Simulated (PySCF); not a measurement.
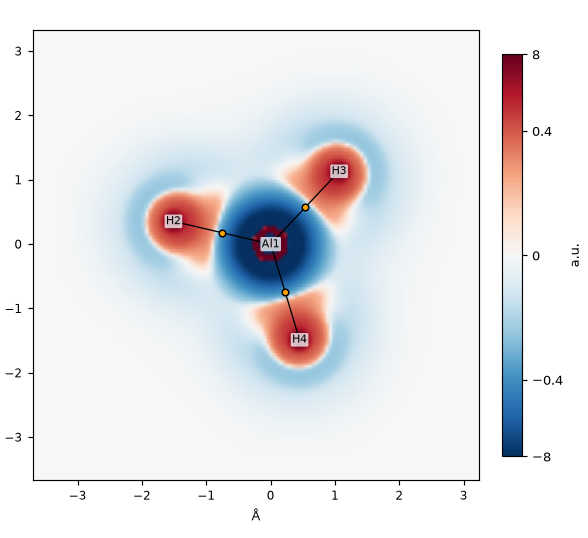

AlH3. Negative Laplacian of the density (−∇²ρ) in the molecular plane (red positive, blue negative, colour scale in a.u., logarithmic beyond ±0.04), with bond paths and bond critical points (dots).

Computed with PySCF, TPSS/def2-SVP, geometry: GFN2-xTB. No frequency check shows the geometry to be a minimum.

Cartesian coordinates (Å):

```
Al1      0.0000    0.0000    0.0000
H2       1.5001   -0.4019    0.0000
H3      -1.0981   -1.0981    0.0000
H4      -0.4020    1.5001    0.0000
```

Sort the bonds in the plane by the sign of ∇²ρ at their critical points.

At none is it concentrated. Depleted (∇²ρ > 0): Al1–H2, Al1–H3 and Al1–H4 (+0.29 a.u., H = −0.028).
